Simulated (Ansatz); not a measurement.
# A computed series for hypothetical P6_3/mmc PbS: response to strain

Base system: PbS (space group P6_3/mmc, No. 194; a = 5.001 Å, c = 5.982 Å; a hypothetical phase, not in the database extracts checked). Axes: x lies along a and z along c of the hexagonal cell.

Strains are applied to the cell and any free atomic positions relax; under biaxial strain the out-of-plane vector relaxes too.

Calculations: r2SCAN, PAW, 500 eV (Ansatz, a quantum-chemistry and plane-wave program; without spin-orbit coupling).

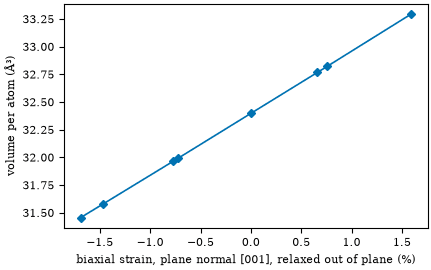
Figure. Volume per atom against biaxial strain, plane normal [001], relaxed out of plane

```json
[
 {"biaxial strain, plane normal [001], relaxed out of plane (%)": "-1.69", "volume per atom": "31.46 Å³"},
 {"biaxial strain, plane normal [001], relaxed out of plane (%)": "-1.47", "volume per atom": "31.58 Å³"},
 {"biaxial strain, plane normal [001], relaxed out of plane (%)": "-0.77", "volume per atom": "31.97 Å³"},
 {"biaxial strain, plane normal [001], relaxed out of plane (%)": "-0.72", "volume per atom": "31.99 Å³"},
 {"biaxial strain, plane normal [001], relaxed out of plane (%)": "0.66", "volume per atom": "32.77 Å³"},
 {"biaxial strain, plane normal [001], relaxed out of plane (%)": "0.76", "volume per atom": "32.82 Å³"},
 {"biaxial strain, plane normal [001], relaxed out of plane (%)": "1.59", "volume per atom": "33.29 Å³"}
]
```

Whether these cells are dynamically stable was not tested. The base started in P6_3mc and relaxed to P6_3/mmc at this level.
